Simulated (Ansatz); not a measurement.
# Ti(0001): modes of surface species

Aim: bond lengths and vibrational modes of species bound on Ti(0001).

Program: Ansatz 0.2.0. Level of theory: DFT PBE, scalar-relativistic, plane waves, PAW; PAW set soft_1. Results are calculated unless marked as measured.

## 1. The bulk crystal behind the slab

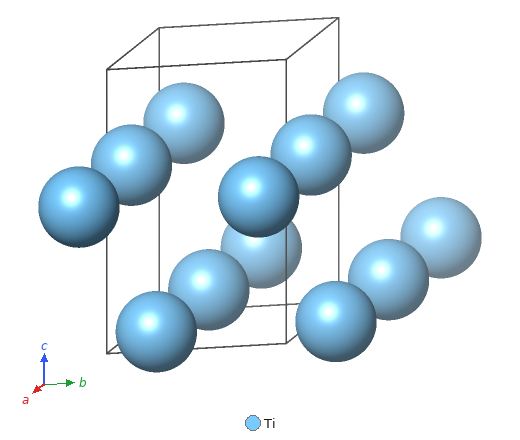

Start, viewed slightly off an axis; titanium blue. 3×2×1 cells are drawn.

As a file:

```cif
data_structure
_symmetry_space_group_name_H-M 'P 1'
_symmetry_Int_Tables_number 1
_cell_length_a 2.9400
_cell_length_b 2.9400
_cell_length_c 4.6500
_cell_angle_alpha 90.000
_cell_angle_beta 90.000
_cell_angle_gamma 120.000
_cell_volume 34.81
loop_
_atom_site_label
_atom_site_type_symbol
_atom_site_fract_x
_atom_site_fract_y
_atom_site_fract_z
_atom_site_occupancy
Ti1 Ti 0.33333 0.66667 0.25000 1
Ti2 Ti 0.66667 0.33333 0.75000 1
```

## 2. Relaxation of the host

The host crystal is relaxed at the same level, and its volume sets the scale of the cells that follow.

Input file input.yaml:

```yaml
crystal:
  lattice:
    - [2.94, 0.0, 0.0]
    - [-1.47, 2.5461146871, 0.0]
    - [0.0, 0.0, 4.65]
  atoms:
    - { symbol: Ti, position: [0.3333333333, 0.6666666667, 0.25] }
    - { symbol: Ti, position: [0.6666666667, 0.3333333333, 0.75] }
kpoints:
  mp_grid: { grid: [21, 21, 12] }
hamiltonian:
  xc: pbe
  pseudopotentials: { kind: paw, azcp: { folder: soft_1 } }
scf:
  occupations: { method: methfessel_paxton, width: 0.15 }
output:
  forces: true
  stress: true
  eigenvalues: true
relax:
  adjacent_minimum: "off"
  f_tol: 0.002
  max_steps: 60
  cell: { stress_tol: 0.02 }
```

Launch:

```
$ ansatz run input.yaml --threads 8 --pin off --max-ram 20480MiB --backend cpu --events-out ev --progress --plain --runs-dir out
```

Numbers of over 12 decimals in the logs are rounded to 6 here.

The log of the run:

```text
The last accepted step is kept in <dir> (removed where the run ends without a failure and the disk answers)
Engine: ansatz 0.2.0, aarch64-unknown-linux-gnu
Pseudopotentials: kind: paw
Pseudopotential: Ti, paw, valence charge 12, recommended cutoff 420 eV (normal), soft_1/Ti.paw.azcp
Functional definition: PBE
  parameter kappa = 0.804
  parameter beta = 0.066725
  exchange = pbe_x(kappa = kappa, mu = beta*pi^2/3)
[...]
--- Relaxed structure (3 steps of the walk, 2 accepted, 1 SCFs on fresh bases) ---
  F+E_penalty+E_count = -4999.33640977 eV   max|allowed force component| = 2.591e-16 eV/Å   (the final SCF, on the basis selected at the relaxed cell)
  cell:  # Å, volume = 34.7684 Å³
    - [2.938405, 0.0, 0.0]
    - [-1.469202, 2.544733, 0]
    - [0.0, 0, 4.649765]
  atoms:
    - { symbol: Ti, position: [0.333333, 0.666667, 0.250000] }
    - { symbol: Ti, position: [0.666667, 0.333333, 0.750000] }
[key lines of the parts left out:]
SCF converged after 4 iterations
Free energy (F): -4999.336410 eV
Fermi energy:    13.295211 eV
P = ⅓ Tr σ = -0.0008 GPa (-0.008 kbar)
```

The job ended after 9 s (8 threads of Arm Neoverse N1, shared host; peak memory 0.5 GiB; 65 s of CPU time).

Little changed from the start: no atom moved by 0.005 Å and no cell edge by 0.1 %.

Numbers from this step:

```
pressure          : -7.92e-4 GPa
volume per atom   : 17.38 Å³
gap on the k-mesh : 0 eV
```

The forces vanish by symmetry.

## 3. Relaxation in the fixed cell: H at the hcp hollow site, 1 monolayer

The slab carries H at the hcp hollow site, 1 monolayer. The typed slab is scaled evenly to the volume of the relaxed bulk, at the typed c/a. The lowest layers are held, and the other atoms relax. The program lengthens the typed cell of 22.5 Å along the normal to 38.8 Å, as its cut-off of the electrostatics needs, and moves no atom.

System of this step: H at the hcp hollow site, 1 monolayer on Ti(0001). The cell holds 5 atoms: 4 Ti and 1 H. Cell: a = 2.939 Å, b = 2.939 Å, c = 38.844 Å, α = 90.0°, β = 90.0°, γ = 60.0°. It derives from Ti. Vacuum lies along c.

Input file input.yaml:

```yaml
crystal:
  lattice:
    - [2.9388869341, 0.0, 0.0]
    - [1.469443467, 2.5451460584, 0.0]
    - [0.0, 0.0, 22.5164721737]
  atoms:
    - { symbol: Ti, position: [0.666667, 0.666667, 0.332963] }
    - { symbol: Ti, position: [0.0, 0.0, 0.436182] }
    - { symbol: Ti, position: [0.666667, 0.666667, 0.539401] }
    - { symbol: Ti, position: [0.0, 0.0, 0.642619] }
    - { symbol: H, position: [0.666667, 0.666667, 0.667037] }
  periodic: [true, true, false]
kpoints:
  mp_grid: { grid: [12, 12, 1] }
hamiltonian:
  xc: pbe
  pseudopotentials: { kind: paw, azcp: { folder: soft_1 } }
scf:
  occupations: { method: methfessel_paxton, width: 0.15 }
output:
  forces: true
  eigenvalues: true
relax:
  adjacent_minimum: "off"
  f_tol: 0.003
  max_steps: 120
  constraints: [{ sites: [0, 1] }]
```

The log of the run:

```text
Warning: crystal.periodic: the lattice vector that does not repeat stood 0.000° off the slab's normal, 22.516 Å along it as the deck builds it. The run solves the slab on a vector along the normal, 38.844 Å long, with every atom where it was (on the deck's vector they left 14.99 Å outside them, and the widest stretch free of ions among them is 2.32 Å). A fractional position that the run reports is one of the run's ce [...]
Warning: the atoms were moved onto the symmetric positions of the space group found under crystal.symmetry.tolerance 1.0e-5 (fractional; no operation is sought that the atoms, as they stand in a round, miss by more than twice it, and no atom is moved by as much as it), and the run uses the moved positions. Before a round's move an operation carried an atom to 1.76e-6 Å from where it should land, the largest such dist [...]
[...]
crystal.periodic: the lattice vector that does not repeat stood 0.000° off the slab's normal, 22.516 Å along it as the deck builds it. The run solves the slab on a vector along the normal, 38.844 Å long, with every atom where it was (on the deck's vector they left 14.99 Å outside them, and the widest stretch free of ions among them is 2.32 Å). A fractional position that the run reports is one of the run's cell, which [...]
[...]
Crystal: 5 atoms, lattice volume = 290.552 Å³
Basis set: ecut = 420 eV, 5613 PW (Γ), exchange–correlation on 40×40×540 points (8 copies of the dense FFT grid, shifted against one another)
Bands: 30, of which v1, the nominal top of the filled ones, is band 25 counted from 1 (24 counted from 0)
Symmetry: 6 space group operations
[...]
k-points: 19 of 144 (time reversal used)
[...]
SCF iter   1: F=—  HF=-10016.730473 eV  |F-HF|=—  |Δ(HF+E_count)|=         —  Δρ=4.41e-2  dr2=7.16e1  ethr=3.10e-3  ⟨swp⟩=11.8  Hψ=3976  notcnv=0
[...]
SCF iter  15: F=-10013.473361 eV  HF=-10013.473361 eV  |F-HF|=2.15e-9  |Δ(HF+E_count)|=   5.68e-9  S|Δr|=    0.00e0  Δρ=2.13e-7  dr2=1.63e-10  ethr=2.40e-12  ⟨swp⟩=2.7  Hψ=1888  notcnv=0
SCF 1 converged in 15 iterations: F = -10013.473361 eV  dr2 = 1.63e-10
[...]
relax step   1: F+E_penalty+E_count = -10013.47336120 eV  Δ(F+E_penalty+E_count) = +0.000e0 eV  max|allowed force component| = 1.351e0 eV/Å  Δτ_max = 0.0000 Å  (15 SCF iters, dr2 threshold 2.25e-7 eV, accepted)
[...]
SCF iter   6: F=-10013.748477 eV  HF=-10013.748513 eV  |F-HF|=3.58e-5  |Δ(HF+E_count)|=   1.03e-5  S|Δr|=    0.00e0  Δρ=6.18e-5  dr2=4.30e-5  ethr=2.04e-7  ⟨swp⟩=11.3  Hψ=3679  notcnv=0
SCF 2 converged in 6 iterations: F = -10013.748477 eV  dr2 = 4.30e-5
relax step   2: F+E_penalty+E_count = -10013.74847706 eV  Δ(F+E_penalty+E_count) = -2.751e-1 eV  max|allowed force component| = 5.211e-1 eV/Å  Δτ_max = 0.1945 Å  (6 SCF iters, dr2 threshold 1.00e-4 eV, accepted)
[...]
SCF iter   7: F=-10013.794848 eV  HF=-10013.794848 eV  |F-HF|=8.39e-8  |Δ(HF+E_count)|=   5.74e-7  S|Δr|=    0.00e0  Δρ=1.33e-5  dr2=6.00e-7  ethr=3.46e-8  ⟨swp⟩=12.2  Hψ=2849  notcnv=0
SCF 3 converged in 7 iterations: F = -10013.794848 eV  dr2 = 6.00e-7
relax step   3: F+E_penalty+E_count = -10013.79484753 eV  Δ(F+E_penalty+E_count) = -4.637e-2 eV  max|allowed force component| = 1.894e-1 eV/Å  Δτ_max = 0.1999 Å  (7 SCF iters, dr2 threshold 1.70e-5 eV, accepted)
[...]
relax step   4: F+E_penalty+E_count = -10013.80221840 eV  Δ(F+E_penalty+E_count) = -7.371e-3 eV  max|allowed force component| = 2.757e-2 eV/Å  Δτ_max = 0.0799 Å  (8 SCF iters, dr2 threshold 4.74e-6 eV, accepted)
[...]
relax step   5: F+E_penalty+E_count = -10013.80227713 eV  Δ(F+E_penalty+E_count) = -5.873e-5 eV  max|allowed force component| = 2.999e-3 eV/Å  Δτ_max = 0.0035 Å  (6 SCF iters, dr2 threshold 4.75e-8 eV, accepted)
[...]
relax step   6: F+E_penalty+E_count = -10013.80227713 eV  Δ(F+E_penalty+E_count) = -2.790e-9 eV  max|allowed force component| = 3.031e-3 eV/Å  Δτ_max = 0.0000 Å  (3 SCF iters, accepted)
SCF iter   1: F=—  HF=-10013.802245 eV  |F-HF|=—  |Δ(HF+E_count)|=         —  Δρ=3.94e-5  dr2=4.18e-5  ethr=4.60e-7  ⟨swp⟩=1.9  Hψ=904  notcnv=0
[...]
SCF iter   4: F=-10013.802278 eV  HF=-10013.802278 eV  |F-HF|=8.01e-9  |Δ(HF+E_count)|=   2.65e-8  S|Δr|=    0.00e0  Δρ=1.17e-6  dr2=8.09e-9  ethr=1.84e-11  ⟨swp⟩=10.1  Hψ=3177  notcnv=0
SCF 7 converged in 4 iterations: F = -10013.802278 eV  dr2 = 8.09e-9
relax step   7: F+E_penalty+E_count = -10013.80227789 eV  Δ(F+E_penalty+E_count) = -7.622e-7 eV  max|allowed force component| = 5.468e-5 eV/Å  Δτ_max = 0.0005 Å  (4 SCF iters, accepted)
SCF converged after 4 iterations
[...]
Free energy (F): -10013.802278 eV
[...]
Internal energy: -10013.805517 eV  (E = F + TS)
E sigma→0 (E₀):  -10013.803088 eV
Entropy (-TS):   0.003239 eV (0.648 meV/atom)
Fermi energy:    -4.526626 eV
[...]
--- Forces (eV/Å), atoms counted from 1 ---
  atom   1  Ti     0.00000000     0.00000000     0.59456516
  atom   2  Ti    -0.00000000    -0.00000000    -0.59459994
  atom   3  Ti     0.00000000     0.00000000     0.00005070
  atom   4  Ti    -0.00000000    -0.00000000     0.00005468
  atom   5  H     -0.00000000    -0.00000000    -0.00004902
  max |Σ_I F_I| component: 2.16e-5 eV/Å
--- Band table (eV; the first three rows and the last of 19) ---
  k-point 0: bands = [... 21 lower, -4.6757, -4.2319, -4.1394, -3.9138, -3.9138, -3.8120, -3.8120, -3.8041, ... 1 higher]
  k-point 1: bands = [... 21 lower, -4.7543, -4.4008, -4.2482, -4.0476, -3.9920, -3.7978, -3.7828, -3.6986, ... 1 higher]
  k-point 2: bands = [... 21 lower, -5.0553, -4.7389, -4.4472, -4.3209, -4.2119, -3.9088, -3.6963, -3.5183, ... 1 higher]
  k-point 18: bands = [... 21 lower, -5.7418, -5.3168, -5.2484, -4.6165, -4.5472, -4.5111, -4.4360, -4.2674, ... 1 higher]
--- Relaxed structure (7 steps of the walk, 7 accepted, 0 SCFs on fresh bases) ---
  F+E_penalty+E_count = -10013.80227789 eV   max|allowed force component| = 5.468e-5 eV/Å
  cell:  # Å, volume = 290.5516 Å³
    - [2.938884, 2.8867404185405106e-11, 0.0]
    - [1.469442, 2.545148, 0.0]
    - [0.0, 0.0, 38.844336]
  atoms:
    - { symbol: Ti, position: [0.666667, 0.666667, 0.193005] }
    - { symbol: Ti, position: [3.700742533091202e-17, 3.700742533091201e-17, 0.252837] }
    - { symbol: Ti, position: [0.666667, 0.666667, 0.314313] }
    - { symbol: Ti, position: [3.700742533091202e-17, 3.700742533091201e-17, 0.372500] }
    - { symbol: H, position: [0.666667, 0.666667, 0.398305] }
```

It took 30 s on 8 threads; peak memory 0.81 GiB; 3.8 min of CPU time.

The steps of the relaxation:

| step | energy less that of the first step (eV) | largest force component (eV/Å) |
| --- | --- | --- |
| 1 | 0.0000 | 1.3513 |
| 2 | -0.2751 | 0.5211 |
| 3 | -0.3215 | 0.1894 |
| 4 | -0.3289 | 0.0276 |
| 5 | -0.3289 | 0.0030 |
| 6 | -0.3289 | 0.0030 |
| 7 | -0.3289 | 0.0001 |

Forces are held to the 6 operations that the run works with; a distortion that breaks them can't arise in this run.

The atoms that moved most (Å):

| atom | dx | dy | dz | length |
| --- | --- | --- | --- | --- |
| H5 | 0.000 | 0.000 | 0.453 | 0.453 |
| Ti3 | 0.000 | 0.000 | 0.064 | 0.064 |

Final coordinates:

```xyz
5
Lattice="2.9389 0.0000 0.0000 1.4694 2.5451 0.0000 0.0000 0.0000 38.8443" Properties=species:S:1:pos:R:3
Ti    2.9389    1.6968    7.4972
Ti    0.0000    0.0000    9.8213
Ti    2.9389    1.6968   12.2093
Ti    0.0000    0.0000   14.4695
H     2.9389    1.6968   15.4719
```

The largest force component left on a free atom is 0.055 meV/Å.

## 4. Force constants among chosen sites: H at the hcp hollow site, 1 monolayer

Only 2 sites are displaced (1 Ti and 1 H), with their periodic images, and all others stay at rest. This gives the modes that are localised on these sites for less work than the whole matrix.

input.yaml, the sections that differ from step 3:

```yaml
crystal:
  lattice:
    - [2.938884229, 0.0, 0.0]
    - [1.4694421145, 2.5451484011, 0.0]
    - [0.0, 0.0, 38.8443358499]
  atoms:
    - { symbol: Ti, position: [0.6666666667, 0.6666666667, 0.1930050279] }
    - { symbol: Ti, position: [0.0, 0.0, 0.252836859] }
    - { symbol: Ti, position: [0.6666666667, 0.6666666667, 0.3143132081] }
    - { symbol: Ti, position: [0.0, 0.0, 0.3725002543] }
    - { symbol: H, position: [0.6666666667, 0.6666666667, 0.398305054] }
  periodic: [true, true, false]
output:
  eigenvalues: true
phonons:
  method: fd
  supercell: [1, 1, 1]
  displaced_sites: [3, 4]
  rigid_motions: translations
# kpoints, hamiltonian, scf: as in step 3
# relax: removed
```

The log of the run:

```text
[...]
Crystal: 5 atoms, lattice volume = 290.552 Å³
Basis set: ecut = 420 eV, 5613 PW (Γ), exchange–correlation on 40×40×540 points (8 copies of the dense FFT grid, shifted against one another)
Bands: 30, of which v1, the nominal top of the filled ones, is band 25 counted from 1 (24 counted from 0)
Symmetry: 6 space group operations
k-points: 19 of 144 (time reversal used)
[...]
SCF iter   1: F=—  HF=-10016.685405 eV  |F-HF|=—  |Δ(HF+E_count)|=         —  Δρ=4.29e-2  dr2=6.62e1  ethr=3.10e-3  ⟨swp⟩=11.7  Hψ=3868  notcnv=0
[...]
SCF iter  15: F=-10013.802278 eV  HF=-10013.802278 eV  |F-HF|=6.40e-10  |Δ(HF+E_count)|=   3.07e-9  S|Δr|=    0.00e0  Δρ=8.00e-8  dr2=3.58e-11  ethr=1.00e-12  ⟨swp⟩=13.9  Hψ=3800  notcnv=0
SCF 1 converged in 15 iterations: F = -10013.802278 eV  dr2 = 3.58e-11
[...]
Symmetry: 2 space group operations
k-points: 43 of 144 (time reversal used)
[...]
SCF iter  10: F=-10013.802259 eV  HF=-10013.802259 eV  |F-HF|=5.82e-11  |Δ(HF+E_count)|=  1.27e-11  S|Δr|=    0.00e0  Δρ=1.06e-8  dr2=7.49e-13  ethr=1.00e-12  ⟨swp⟩=7.6  Hψ=5812  notcnv=0
SCF 2 converged in 10 iterations: F = -10013.802259 eV  dr2 = 7.49e-13
[...]
SCF iter   6: F=-10013.802259 eV  HF=-10013.802259 eV  |F-HF|=2.49e-10  |Δ(HF+E_count)|=  4.18e-11  S|Δr|=    0.00e0  Δρ=1.76e-8  dr2=2.15e-12  ethr=1.00e-12  ⟨swp⟩=8.8  Hψ=8777  notcnv=0
SCF 3 converged in 6 iterations: F = -10013.802259 eV  dr2 = 2.15e-12
[...]
SCF iter   8: F=-10013.802266 eV  HF=-10013.802266 eV  |F-HF|=7.46e-11  |Δ(HF+E_count)|=  9.09e-12  S|Δr|=    0.00e0  Δρ=1.72e-8  dr2=1.34e-12  ethr=1.00e-12  ⟨swp⟩=10.4  Hψ=7839  notcnv=0
SCF 4 converged in 8 iterations: F = -10013.802266 eV  dr2 = 1.34e-12
[...]
SCF iter   6: F=-10013.802266 eV  HF=-10013.802266 eV  |F-HF|=2.78e-10  |Δ(HF+E_count)|=  1.46e-11  S|Δr|=    0.00e0  Δρ=1.18e-8  dr2=1.31e-12  ethr=1.00e-12  ⟨swp⟩=10.0  Hψ=7809  notcnv=0
SCF 5 converged in 6 iterations: F = -10013.802266 eV  dr2 = 1.31e-12
SCF converged after 15 iterations
[...]
Free energy (F): -10013.802278 eV
[...]
Internal energy: -10013.805517 eV  (E = F + TS)
E sigma→0 (E₀):  -10013.803088 eV
Entropy (-TS):   0.003239 eV (0.648 meV/atom)
Fermi energy:    -4.526630 eV
[...]
--- Forces (eV/Å), atoms counted from 1 ---
  atom   1  Ti    -0.00000000     0.00000000     0.59450856
  atom   2  Ti    -0.00000000    -0.00000000    -0.59455675
  atom   3  Ti    -0.00000000     0.00000000     0.00004397
  atom   4  Ti     0.00000000    -0.00000000     0.00004709
  atom   5  H      0.00000000    -0.00000000    -0.00004247
  max |Σ_I F_I| component: 4.01e-7 eV/Å
--- Band table (eV; the first three rows and the last of 19) ---
  k-point 0: bands = [... 21 lower, -4.6757, -4.2319, -4.1394, -3.9138, -3.9138, -3.8120, -3.8120, -3.8041, ... 1 higher]
  k-point 1: bands = [... 21 lower, -4.7543, -4.4008, -4.2482, -4.0476, -3.9920, -3.7978, -3.7829, -3.6986, ... 1 higher]
  k-point 2: bands = [... 21 lower, -5.0553, -4.7389, -4.4472, -4.3209, -4.2119, -3.9088, -3.6963, -3.5183, ... 1 higher]
  k-point 18: bands = [... 21 lower, -5.7418, -5.3168, -5.2484, -4.6165, -4.5472, -4.5111, -4.4360, -4.2674, ... 1 higher]
--- Phonons: 4 displaced members + reference (amplitude 0.0025 Å, Σ member SCF iterations 30) ---
  symmetry images taken by strict's conditions (phonons.symmetry_images: auto; settled by no image being taken that strict refuses)
  force constants formed among 2 of 5 sites (Ti 3, H 4); the other 3 at rest. The modes move the named sites alone.
  the frequencies, the zero-point energy and the sums are of the block with the acoustic sum rule laid on its rows. Row sums over every site: 3.3e-4 eV/Å² at the most
  transpose residual: 1.8e-4 eV/Å²
  largest component of a force at the reference: 4.7e-5 eV/Å on a named site, 5.9e-1 eV/Å on a site at rest
  frequencies among the named sites at Γ of the cell (cm⁻¹): 80.77 80.77 166.41 997.50 1030.84 1030.84
  unstable modes among the named sites: 0
  frequencies as built, with no sum rule (cm⁻¹): 80.77 80.77 166.42 997.54 1030.85 1030.85
  zero-point energy: 0.209975 eV/cell   skipped modes (ω ≤ 0): 0
  not written: the harmonic force-constant file, the file of eigenvectors (these modes' are written with the force constants), the density of states and the dispersion, which are of every site
```

Wall time 41 s (8 threads); peak memory 0.88 GiB; 5.2 min of CPU time.

Reading the cycles: dr2 is the Hartree energy of the density residual (eV), the measure of convergence; HF is the Harris–Foulkes estimate of the energy, which meets the free energy F at convergence.

The other atoms of the cell are at rest; shares are of the kinetic energy, a minus sign marks an imaginary mode, and where like sites share a mode the one named is one choice of several. Modes of the displaced sites:

| mode | frequency (cm⁻¹) | share of Ti (%) | share of H (%) | site with the largest share | its share (%) |
| --- | --- | --- | --- | --- | --- |
| 1 | 80.8 | 98 | 2 | Ti4 | 98 |
| 2 | 80.8 | 98 | 2 | Ti4 | 98 |
| 3 | 166.4 | 98 | 2 | Ti4 | 98 |
| 4 | 997.5 | 2 | 98 | H5 | 98 |
| 5 | 1030.8 | 2 | 98 | H5 | 98 |
| 6 | 1030.8 | 2 | 98 | H5 | 98 |

The same force constants with another mass on the added atoms, against the natural mean mass; listed are the real modes with at least half of their motion on these atoms, followed through small steps of mass, less those that pass through avoided crossings, where the squared overlap of new and old mass-weighted patterns is under 0.8. Modes after a change of mass:

| substitution | mode | frequency (cm⁻¹) | after (cm⁻¹) | ratio |
| --- | --- | --- | --- | --- |
| D for H | 4 | 997.5 | 712.4 | 1.4 |
| D for H | 5 | 1030.8 | 737.3 | 1.398 |
| D for H | 6 | 1030.8 | 737.3 | 1.398 |

The highest mode of the block lies at 1030.8 cm⁻¹; the acoustic sum rule moved it by 0.0 cm⁻¹.

(Continued in part 2 of 2.)

[Logs are printed without paths, hosts, clocks, repeated set-up lines and the standing remarks that a program may print on its own settings, such as how far it seeks lower states.]

[Hosts, paths, dates, database ids (printed as entryN), source tags and the programs' standing remarks are cut or masked in the printed files.]
